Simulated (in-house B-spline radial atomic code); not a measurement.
**Si¹²⁺: ionisation energy by several methods**

Wanted: one ionisation energy, Si¹²⁺ to configuration 1s1, up the ladder of functionals.

Method: scalar-relativistic (X2C), several functionals, spin-polarised, exact exchange averaged over the configuration; spherical all-electron atom at the radial basis limit. Code: in-house B-spline radial atomic code version 1.

## Step 1: What is computed

- element: silicon (Z = 14)
- charge: +12
- electrons: 2
- configuration: 1s2
- nucleus: Fermi, rms radius 3.122 fm

Where spins are not typed, each open shell is filled with up spins first.

## Step 2: B3LYP, a global hybrid

The run's settings:

```ini
Z = 14
electrons = 2.0
configuration = 1s2
hamiltonian = x2c
method = b3lyp
spin_polarised = True
nucleus = fermi
rms_radius = 3.1224
mass_number = 28
atomic_mass = 27.97692653442
speed_of_light = 137.035999084
exact_exchange = averaged over the configuration
```

The run is started by

```
$ python run_scf.py task.json out
```

task.json lists these runs, among others, and the program works through them in turn.

The program writes no log. Results of the run, from its result record (rounded, main fields):

```text
{
  "status": "converged",
  "scf [iteration, energy, orbital gradient]": [
    [1, -187.416712051, 0.412],
    [2, -187.776645196, 0.0144],
    [3, -187.776854021, 0.007],
    [4, -187.776903258, 0.0034],
    [5, -187.77691842, 9.57e-05],
    [6, -187.776918433, 3.06e-07],
    [7, -187.776918433, 1.46e-09]
  ],
  "energy [hartree]": {"total": -187.776918433, "kinetic": 188.649108641, "nuclear": -385.039052678, "coulomb": 17.1315238072, "exact_exchange": -1.71315238072, "xc": -6.80534582202},
  "orbitals [hartree, bohr; up spins, the down spins are equal]": [
    ["name", "occ", "eps", "<r>", "<r^2>", "<1/r>", "r_max"],
    ["1s up", 1.0, -87.116327, 0.10974, 0.016163, 13.811, 0.072142]
  ],
  "sum_r [bohr^k]": {"-1": 27.62223, "1": 0.2194891, "2": 0.03232572},
  "radius_at_0.001 [bohr]": 0.5314,
  "radius_enclosing_fraction [bohr]": {"0.5": 0.09746, "0.9": 0.1957, "0.99": 0.3112},
  "slater [hartree]": {"F0(1s up,1s up)": 8.5658, "F0(1s up,1s down)": 8.5658, "F0(1s down,1s down)": 8.5658},
  "ionisation_energy [hartree]": 89.5799298
}
```

It took 0.2 s on 1 thread, shared host.

The run also solves the next ion with the same method; the record keeps the difference, ionisation_energy. radius_at_0.001 is where the density falls to 0.001 electrons per bohr³.

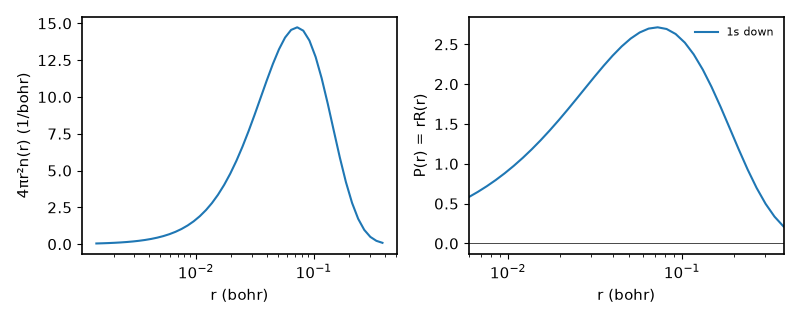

Radial density (left) and the radial functions of 1s down (right).

On the record's full grid the radial density has clear maxima near r = 0.073 bohr.

X-ray form factor of the spherical density:

```csv
sinθ/λ (1/Å),f (electrons)
0,2.000
0.1,1.998
0.2,1.991
0.3,1.979
0.4,1.962
0.6,1.917
0.8,1.856
1,1.782
1.4,1.605
1.8,1.408
2.5,1.067
4,0.534
6,0.212
```

## Step 3: M06-2X, a global hybrid

Settings: those of step 2 with these lines changed.

```diff
@@ -4,3 +4,3 @@
 hamiltonian = x2c
-method = b3lyp
+method = m062x
 spin_polarised = True
```

Results of the run:

```text
{
  "status": "converged",
  "warnings": ["states collapsed into the nucleus by a negative tau potential were left out of the aufbau"],
  "iterations": 6,
  "energy [hartree]": {"total": -187.866077897, "kinetic": 188.773944651, "nuclear": -385.162011438, "coulomb": 17.1311810423, "exact_exchange": -4.62541888143, "xc": -3.98377327078},
  "orbitals [hartree, bohr; up spins, the down spins are equal]": [
    ["name", "occ", "eps", "<r>"],
    ["1s up", 1.0, -87.995593, 0.10974]
  ],
  "sum_r [bohr^k]": {"-1": 27.63153, "1": 0.2194729, "2": 0.03231204},
  "ionisation_energy [hartree]": 89.6312761
}
```

Run time: 0.3 s. Hardware: 1 thread, shared host.

Meta-GGA runs start from a PBE run whose iterations are not counted.

## Step 4: B97-1, a global hybrid

Settings: those of step 3 with these lines changed.

```diff
@@ -4,3 +4,3 @@
 hamiltonian = x2c
-method = m062x
+method = b97_1
 spin_polarised = True
```

Results of the run:

```text
{
  "status": "converged",
  "iterations": 6,
  "energy [hartree]": {"total": -187.851936335, "kinetic": 188.738079646, "nuclear": -385.130930251, "coulomb": 17.1370150724, "exact_exchange": -1.7993865826, "xc": -6.79671421919},
  "orbitals [hartree, bohr; up spins, the down spins are equal]": [
    ["name", "occ", "eps", "<r>"],
    ["1s up", 1.0, -87.151155, 0.10971]
  ],
  "sum_r [bohr^k]": {"-1": 27.62882, "1": 0.2194131, "2": 0.03229996},
  "ionisation_energy [hartree]": 89.6162476
}
```

Run time: 0.35 s. Hardware: 1 thread, shared host.

## Step 5: All methods side by side

| method | rung | total energy (hartree) | ΔSCF (eV) | −ε highest (eV) | ΔSCF less tabulated (eV) |
| --- | --- | --- | --- | --- | --- |
| B3LYP | global hybrid | -187.7769 | 2437.59 | 2370.56 (1s up) | -0.06 |
| M06-2X | global hybrid | -187.8661 | 2438.99 | 2394.48 (1s up) | +1.33 |
| B97-1 | global hybrid | -187.8519 | 2438.58 | 2371.50 (1s up) | +0.92 |

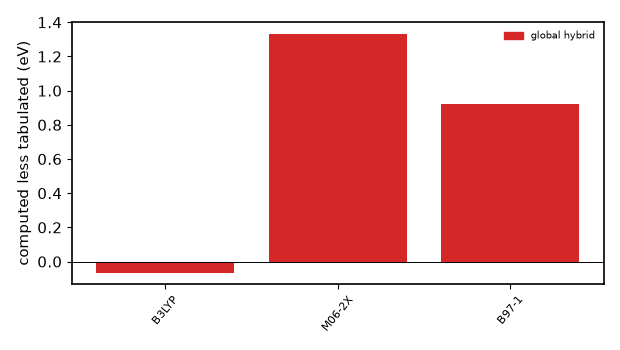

Error of each method against the tabulated value; one colour a rung.

What this shows: The tabulated ionisation energy is 2437.66 ± 0.00017 eV (tabulated theoretical; NIST Atomic Spectra Database). B3LYP comes nearest (-0.06 eV) and M06-2X is farthest (+1.33 eV, 0.055 %). Relativistic terms that these runs lack can be as large as the gaps between close methods, so the nearest may be so by luck.

Cost against accuracy (CPU time on one thread of a shared host; * marks runs that also wrote radial tables):

| method | CPU time | miss (eV) |
| --- | --- | --- |
| B3LYP* | 0.2 s | -0.06 |
| M06-2X* | 0.3 s | +1.33 |
| B97-1 | 0.35 s | +0.92 |
